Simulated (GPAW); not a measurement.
## LiH (Fm-3m): G0W0 on several meshes in GPAW

Wanted: mesh dependence and cost of G0W0 for LiH (Fm-3m).

Main program and level: GPAW 26.7.0; PBE and many-body steps on it, plane waves.

The database entry behind the starting cell differs from later determinations by our own check (the deuteride, about 0.2 % short), so it need not match the best structure at ambient conditions.

### Step 1. The starting structure

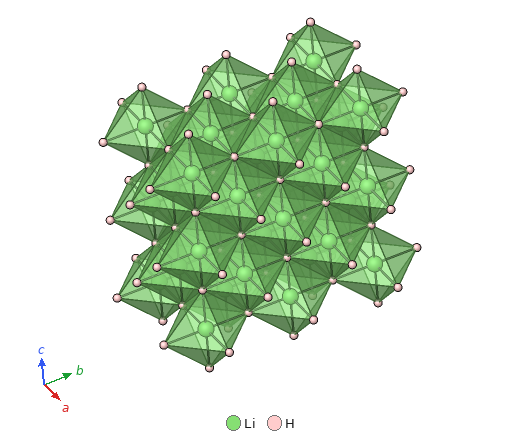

The starting structure, seen from a free direction (lithium green, hydrogen pink). 1×2×2 cells are drawn. This picture shows the conventional cell, with its axes. Some periodic images of atoms are drawn too.

As a file:

```cif
data_structure
_symmetry_space_group_name_H-M 'P 1'
_symmetry_Int_Tables_number 1
_cell_length_a 2.8804
_cell_length_b 2.8804
_cell_length_c 2.8804
_cell_angle_alpha 60.000
_cell_angle_beta 60.000
_cell_angle_gamma 60.000
_cell_volume 16.90
loop_
_atom_site_label
_atom_site_type_symbol
_atom_site_fract_x
_atom_site_fract_y
_atom_site_fract_z
_atom_site_occupancy
Li1 Li 0.00000 0.00000 0.00000 1
H2 H 0.50000 0.50000 0.50000 1
```

The cell and positions come from the Crystallography Open Database and are kept as given unless a step says otherwise.

### Step 2. Empty states on the mesh, 8×8×8 mesh, 261 bands

This step: GPAW 26.7.0; DFT, PBE, plane waves, PAW.

The sums over transitions need many empty states on a uniform mesh; this step solves for them.

run.py reads:

```python
import json
import numpy as np
from gpaw.mpi import world
from gpaw import GPAW

calc = GPAW('gs.gpw').fixed_density(kpts={'size': (8, 8, 8), 'gamma': True},
    parallel={'domain': 1, 'band': 1},
    txt='nscf.txt')
calc.diagonalize_full_hamiltonian(nbands=261)
calc.write('full.gpw', mode='all')
res = {}
kpts = calc.get_ibz_k_points()
res['kpts'] = kpts
res['eigenvalues'] = [calc.get_eigenvalues(kpt=k) for k in range(len(kpts))]
res['n_electrons'] = calc.get_number_of_electrons()

if world.rank == 0:
    with open('result.json', 'w') as f:
        json.dump(res, f, default=lambda x: x.tolist())
```

On the command line:

```console
$ mpirun -n 4 gpaw python run.py
```

Numbers of over 12 decimals in the logs are rounded to 6 here.

The program printed:

```text
Diagonalizing LCAO Hamiltonian
Converting LCAO to pw mode
convergence criteria:
- Maximum integral of absolute [eigenst]ate change: 4e-08 eV^2 / valence electron
maximum number of iterations: 100

SCF iterations
|iter     |     time |      energy | eigst |  dens |
|iter:   1|  |             | +2.45 |       |
|iter:   2|  |             | +0.37 |       |
|iter:   3|  |             | -2.09 |       |
|iter:   4|  |             | -4.71 |       |
|iter:   5|  |             | -7.16 |       |
|iter:   6|  |             | -8.39c|       |
SCF steps: 6
  __  _  _
 | _ |_)|_||  |
 |__||  | ||/\| - 26.7.0

Input parameters:
  mode=PW(ecut=600.0),
  convergence={'density': 1e-06, 'bands': -3},
  gpts=array([18, 18, 18]),
  kpts=MonkhorstPack(size=(8, 8, 8), gamma=True),
  maxiter=100,
  nbands=8,
  occupations=Occupations(name='fermi-dirac', width=0.001, fixmagmom=False),
  parallel={'domain': 1, 'band': 1},
  xc=XC(name='PBE')
Matrix size: 570x570
# Writing to full.gpw (mode='all')
  [... matrices ...]

timing:  # [seconds]
  Total: 2.532  # ━━━━━━━━━━━━━━━━━━━━━━━━━━━━━━━━━━━━━━━━━━━━━━━━━━━━━━━━━━━
```

It took 5.3 s on 4 MPI ranks of Arm Neoverse V2, shared host; peak memory 0.75 GiB.

Numbers from this step:

| Property | Result |
| --- | --- |
| gap | 2.999 eV |
| k of the valence top | 0.5, 0.5, 0 |
| k of the conduction bottom | 0.5, 0.5, 0 |
| least direct gap | 2.999 eV |
| k points computed | 29 |
| lowest point of the top converged band, above the valence top | 338.7529 eV |

On this mesh the gap is 2.999 eV.

### Step 3. 8×8×8

G0W0 replaces the xc potential by the self-energy, built once from these orbitals. Only a window of levels is corrected, while the sums run over the empty bands that the input names.

This step: G0W0 on PBE, plane waves, PAW.

run.py reads:

```python
import json
import numpy as np
from gpaw.mpi import world
from gpaw.response.g0w0 import G0W0

gw = G0W0('full.gpw',
    filename='gw',
    kpts=[0, 24],
    bands=(0, 3),
    ecut=210,
    nbands=116,
    integrate_gamma='WS',
    ppa=True)
gw.calculate()
res = {mode: {k: v for k, v in r.items() if k != 'sigma_eskwn'}
       for mode, r in gw.all_results.items()}

if world.rank == 0:
    with open('result.json', 'w') as f:
        json.dump(res, f, default=lambda x: x.tolist())
```

On the command line:

```console
$ mpirun -n 4 gpaw python run.py
```

The program printed:

```text
Using integrator: PointIntegrator
FrequencyGridDescriptor(from 0.000+0.000j to 0.000+27.211j eV, 2 points)
Nonperiodic BCs:  [False False False]
Using integrator: PointIntegrator
FrequencyGridDescriptor(from 0.000+0.000j to 0.000+27.211j eV, 2 points)
Nonperiodic BCs:  [False False False]
  ___  _ _ _
 |   || | | |
 | | || | | |
 |__ ||_____|
 |___|

BZ k-points: Symmetries present (total): 48

  [... matrices ...]
512 k-points: 8 x 8 x 8 Monkhorst-Pack grid + [1/16,1/16,1/16]
29 k-points in the irreducible part of the Brillouin zone
       k-points in crystal coordinates                weights
   0:     0.00000000    0.00000000    0.00000000          1/512
   1:     0.12500000    0.12500000    0.00000000          6/512
   2:     0.12500000    0.12500000    0.12500000          8/512
   3:     0.25000000    0.12500000    0.12500000         12/512
   4:     0.25000000    0.25000000    0.00000000          6/512
   5:     0.25000000    0.25000000    0.12500000         24/512
   6:     0.25000000    0.25000000    0.25000000          8/512
   7:     0.37500000    0.25000000   -0.37500000         24/512
   8:     0.37500000    0.25000000    0.12500000         24/512
   9:     0.37500000    0.25000000    0.25000000         24/512
          ...
  28:     0.50000000    0.50000000    0.50000000          4/512

Distributing spins, k-points and bands (1 x 2 x 3) over 4 processes
Number of blocks: 1

Quasi particle states:
k-points (IBZ indices): [0, 24]
Band range: (0, 3)
  [... matrices ...]
Computational parameters:
Plane wave cut-off: 210 eV
Number of bands: 116
Coulomb cutoff: None
Broadening: 0.1 eV

fxc modes: GW
Kernel: RPA
Using Godby-Needs plasmon-pole approximation:
  Fitting energy: i*E0, E0 = 1.000 Hartree
Summing all q:

Calculating screened Coulomb potential
No Coulomb truncation
FrequencyGridDescriptor(from 0.000+0.000j to 0.000+27.211j eV, 2 points)
Removing empty qpoint cache files...

Calculating chi0 body with:
    Ground state adapter containing:
    Number of spins: 1
    Number of kpoints: 512
    Number of irreducible kpoints: 29
    Number of completely occupied states: 1
    Number of partially occupied states: 1
    Occupied states memory: 0.088989 M / cpu

    Linear response parametrization:
    q_c: [0.0, 0.0, 0.0]
    Number of frequency points: 2
    Planewave cutoff: 210.0
    Number of bands: 116
    Number of planewaves: 113
    Broadening (eta): 1e-06
    comm.size: 4
    kncomm.size: 4
    blockcomm.size: 1

    Memory estimate of potentially large arrays:
        chi0_wGG: 0.389679 M / cpu
Integrating chi0 body.

Symmetries of q_c:
    Direct symmetries (Uq -> q): 48
    Indirect symmetries (TUq -> q): 0
In total 48 allowed symmetries.

  [... matrices ...]
29 groups of equivalent kpoints. 94.3359375% reduction.

Integral kind: response function
Integrating chi0 head and wings.

Symmetries of q_c:
    Direct symmetries (Uq -> q): 48
    Indirect symmetries (TUq -> q): 0
In total 48 allowed symmetries.

  [... matrices ...]
29 groups of equivalent kpoints. 94.3359375% reduction.

Integral kind: response function wings

Calculating chi0 body with:
    Ground state adapter containing:
    Number of spins: 1
    Number of kpoints: 512
    Number of irreducible kpoints: 29
    Number of completely occupied states: 1
    Number of partially occupied states: 1
    Occupied states memory: 0.088989 M / cpu

[... the further q-points ...]

Results:
f:      Occupation numbers
eps:     KS-eigenvalues [eV]
vxc:     KS vxc [eV]
exx:     Exact exchange [eV]
sigma:   Self-energies [eV]
dsigma:  Self-energy derivatives
Z:       Renormalization factors
qp:      QP-energies [eV]

k-point 0 (0): (0.000, 0.000, 0.000)                GW
band       f     eps     vxc     exx   sigma  dsigma       Z      qp
                                                                   GW
   0   1.000  -5.649  -9.929 -15.692   3.300  -0.405   0.712  -7.403
   1   0.000  15.084 -11.919  -4.899  -6.249  -0.454   0.688  15.614
   2   0.000  17.137  -8.503  -2.285  -5.231  -0.455   0.687  17.815

k-point 1 (24): (0.500, 0.500, 0.000)                GW
band       f     eps     vxc     exx   sigma  dsigma       Z      qp
                                                                   GW
   0   1.000  -0.369 -11.348 -14.549   1.331  -0.293   0.774  -1.816
   1   0.000   2.629  -7.632  -3.729  -3.200  -0.228   0.815   3.202
   2   0.000  10.217  -8.083  -2.612  -4.403  -0.281   0.780  11.051
```

The job ended after 2.1 min (4 MPI ranks; peak memory 0.84 GiB).

Numbers from this step:

```
G0W0 gap on the points computed              : 5.017 eV
least direct G0W0 gap on the computed points : 5.017 eV
Z at the valence top                         : 0.7736
Z at the conduction bottom                   : 0.8146
starting gap on the mesh                     : 2.999 eV
k of the valence top                         : 0.5, 0.5, 0
k of the conduction bottom                   : 0.5, 0.5, 0
```

The gap on the mesh goes from 3.00 eV to 5.02 eV, a correction of +2.02 eV.

### Step 4. Empty states on the mesh, 6×6×6 mesh, 126 bands

This step: DFT, PBE, plane waves, PAW.

run.py reads:

```python
import json
import numpy as np
from gpaw.mpi import world
from gpaw import GPAW

calc = GPAW('gs.gpw').fixed_density(kpts={'size': (6, 6, 6), 'gamma': True},
    parallel={'domain': 1, 'band': 1},
    txt='nscf.txt')
calc.diagonalize_full_hamiltonian(nbands=126)
calc.write('full.gpw', mode='all')
res = {}
kpts = calc.get_ibz_k_points()
res['kpts'] = kpts
res['eigenvalues'] = [calc.get_eigenvalues(kpt=k) for k in range(len(kpts))]
res['n_electrons'] = calc.get_number_of_electrons()

if world.rank == 0:
    with open('result.json', 'w') as f:
        json.dump(res, f, default=lambda x: x.tolist())
```

On the command line:

```console
$ mpirun -n 4 gpaw python run.py
```

The program printed:

```text
Diagonalizing LCAO Hamiltonian
Converting LCAO to pw mode
convergence criteria:
- Maximum integral of absolute [eigenst]ate change: 4e-08 eV^2 / valence electron
maximum number of iterations: 100

SCF iterations
|iter     |     time |      energy | eigst |  dens |
|iter:   1|  |             | +2.46 |       |
|iter:   2|  |             | +0.62 |       |
|iter:   3|  |             | -1.48 |       |
|iter:   4|  |             | -4.09 |       |
|iter:   5|  |             | -7.01 |       |
|iter:   6|  |             | -8.37c|       |
SCF steps: 6
  __  _  _
 | _ |_)|_||  |
 |__||  | ||/\| - 26.7.0

Input parameters:
  mode=PW(ecut=600.0),
  convergence={'density': 1e-06, 'bands': -3},
  gpts=array([18, 18, 18]),
  kpts=MonkhorstPack(size=(6, 6, 6), gamma=True),
  maxiter=100,
  nbands=8,
  occupations=Occupations(name='fermi-dirac', width=0.001, fixmagmom=False),
  parallel={'domain': 1, 'band': 1},
  xc=XC(name='PBE')
Matrix size: 564x564
# Writing to full.gpw (mode='all')
  [... matrices ...]

timing:  # [seconds]
  Total: 1.112  # ━━━━━━━━━━━━━━━━━━━━━━━━━━━━━━━━━━━━━━━━━━━━━━━━━━━━━━━━━━━
```

Elapsed: 3.8 s, on 4 MPI ranks; peak memory 0.52 GiB.

Numbers from this step:

```yaml
gap: 2.999 eV
k_of_the_valence_top: 0.5, 0.5, 0
k_of_the_conduction_bottom: 0.5, 0.5, 0
least_direct_gap: 2.999 eV
k_points_computed: 16
lowest_point_of_the_top_converged_band_above_the_valence_top: 205.2616 eV
```

On this mesh the gap is 2.999 eV.

### Step 5. 6×6×6

This step: G0W0 on PBE, plane waves, PAW.

run.py reads:

```python
import json
import numpy as np
from gpaw.mpi import world
from gpaw.response.g0w0 import G0W0

gw = G0W0('full.gpw',
    filename='gw',
    kpts=[0, 12],
    bands=(0, 3),
    ecut=210,
    nbands=116,
    integrate_gamma='WS',
    ppa=True)
gw.calculate()
res = {mode: {k: v for k, v in r.items() if k != 'sigma_eskwn'}
       for mode, r in gw.all_results.items()}

if world.rank == 0:
    with open('result.json', 'w') as f:
        json.dump(res, f, default=lambda x: x.tolist())
```

On the command line:

```console
$ mpirun -n 4 gpaw python run.py
```

The program printed:

```text
Using integrator: PointIntegrator
FrequencyGridDescriptor(from 0.000+0.000j to 0.000+27.211j eV, 2 points)
Nonperiodic BCs:  [False False False]
Using integrator: PointIntegrator
FrequencyGridDescriptor(from 0.000+0.000j to 0.000+27.211j eV, 2 points)
Nonperiodic BCs:  [False False False]
  ___  _ _ _
 |   || | | |
 | | || | | |
 |__ ||_____|
 |___|

BZ k-points: Symmetries present (total): 48

  [... matrices ...]
216 k-points: 6 x 6 x 6 Monkhorst-Pack grid + [1/12,1/12,1/12]
16 k-points in the irreducible part of the Brillouin zone
       k-points in crystal coordinates                weights
   0:     0.00000000    0.00000000    0.00000000          1/216
   1:     0.16666667    0.16666667    0.00000000          6/216
   2:     0.16666667    0.16666667    0.16666667          8/216
[...]
9:     0.50000000    0.33333333   -0.16666667         12/216
          ...
  15:     0.50000000    0.50000000    0.50000000          4/216

Distributing spins, k-points and bands (1 x 2 x 3) over 4 processes
Number of blocks: 1

Quasi particle states:
k-points (IBZ indices): [0, 12]
Band range: (0, 3)
  [... matrices ...]
Computational parameters:
Plane wave cut-off: 210 eV
Number of bands: 116
Coulomb cutoff: None
Broadening: 0.1 eV

fxc modes: GW
Kernel: RPA
Using Godby-Needs plasmon-pole approximation:
  Fitting energy: i*E0, E0 = 1.000 Hartree
Summing all q:

Calculating screened Coulomb potential
No Coulomb truncation
FrequencyGridDescriptor(from 0.000+0.000j to 0.000+27.211j eV, 2 points)
Removing empty qpoint cache files...

Calculating chi0 body with:
    Ground state adapter containing:
    Number of spins: 1
    Number of kpoints: 216
    Number of irreducible kpoints: 16
    Number of completely occupied states: 1
[...]
Number of frequency points: 2
    Planewave cutoff: 210.0
    Number of bands: 116
    Number of planewaves: 113
    Broadening (eta): 1e-06
    comm.size: 4
    kncomm.size: 4
    blockcomm.size: 1

    Memory estimate of potentially large arrays:
        chi0_wGG: 0.389679 M / cpu
Integrating chi0 body.

Symmetries of q_c:
    Direct symmetries (Uq -> q): 48
    Indirect symmetries (TUq -> q): 0
In total 48 allowed symmetries.

  [... matrices ...]
16 groups of equivalent kpoints. 92.592593% reduction.

Integral kind: response function
Integrating chi0 head and wings.

Symmetries of q_c:
    Direct symmetries (Uq -> q): 48
    Indirect symmetries (TUq -> q): 0
In total 48 allowed symmetries.

  [... matrices ...]
16 groups of equivalent kpoints. 92.592593% reduction.

Integral kind: response function wings

Calculating chi0 body with:
    Ground state adapter containing:
    Number of spins: 1
    Number of kpoints: 216
    Number of irreducible kpoints: 16
    Number of completely occupied states: 1
    Number of partially occupied states: 1
[... the further q-points ...]

Results:
f:      Occupation numbers
eps:     KS-eigenvalues [eV]
vxc:     KS vxc [eV]
exx:     Exact exchange [eV]
sigma:   Self-energies [eV]
dsigma:  Self-energy derivatives
Z:       Renormalization factors
qp:      QP-energies [eV]

k-point 0 (0): (0.000, 0.000, 0.000)                GW
band       f     eps     vxc     exx   sigma  dsigma       Z      qp
                                                                   GW
   0   1.000  -5.649  -9.929 -15.693   3.346  -0.213   0.824  -7.642
   1   0.000  15.084 -11.919  -4.901  -6.244  -0.541   0.649  15.587
   2   0.000  17.137  -8.503  -2.285  -5.217  -0.424   0.702  17.841

k-point 1 (12): (0.500, 0.500, 0.000)                GW
band       f     eps     vxc     exx   sigma  dsigma       Z      qp
                                                                   GW
   0   1.000  -0.369 -11.348 -14.586   1.369  -0.294   0.773  -1.814
   1   0.000   2.629  -7.632  -3.700  -3.234  -0.229   0.813   3.197
   2   0.000  10.217  -8.083  -2.609  -4.415  -0.285   0.778  11.041
```

The job ended after 43 s (4 MPI ranks; peak memory 0.71 GiB; 2.9 min of CPU time).

Numbers from this step:

- G0W0 gap on the points computed: 5.011 eV
- least direct G0W0 gap on the computed points: 5.011 eV
- Z at the valence top: 0.7728
- Z at the conduction bottom: 0.8134
- starting gap on the mesh: 2.999 eV
- k of the valence top: 0.5, 0.5, 0
- k of the conduction bottom: 0.5, 0.5, 0

Against G0W0 in GPAW (8×8×8 mesh, 116 bands, screening to 210 eV, Godby-Needs plasmon pole), the gap moves by −0.007 eV.

### Step 6. The runs together

Times are wall times on 4 MPI ranks of Arm Neoverse V2, shared host, good to a factor of about two.

```csv
run,mesh,bands,screening cutoff (eV),DFT gap (eV),gap on the mesh (eV),direct (eV),time
8×8×8,8×8×8,116,210,2.999,5.017,5.017,2.1 min
6×6×6,6×6×6,116,210,2.999,5.011,5.011,43 s
```

### Step 7. Outcome

- 8×8×8: 5.017 eV
- 6×6×6: 5.011 eV
- known limits: not at the basis limit

In words: 6×6×6: −0.007 eV against 8×8×8. Bands and cutoff are finite, so the gap is not at the basis limit. The miss can reach some tenths of an eV and take either sign; the mesh is an error of its own. These stock PAW sets were not made for GW. In the G0W0 runs levels were corrected at 2 k points alone, so a gap called «on the mesh» is the least over those, and an edge elsewhere would be missed.

[Paths, hosts, dates, memory and timing lines, banners, echoed tables and standing remarks are left out of the program output.]

[Logs are printed without paths, hosts, clocks, repeated set-up lines and the standing remarks that a program may print on its own settings, such as how far it seeks lower states.]

[Runs of the session that timed out or met a known fault of the program may be left out.]

[Hosts, paths, dates, database ids (printed as entryN), source tags and the programs' standing remarks are cut or masked in the printed files.]
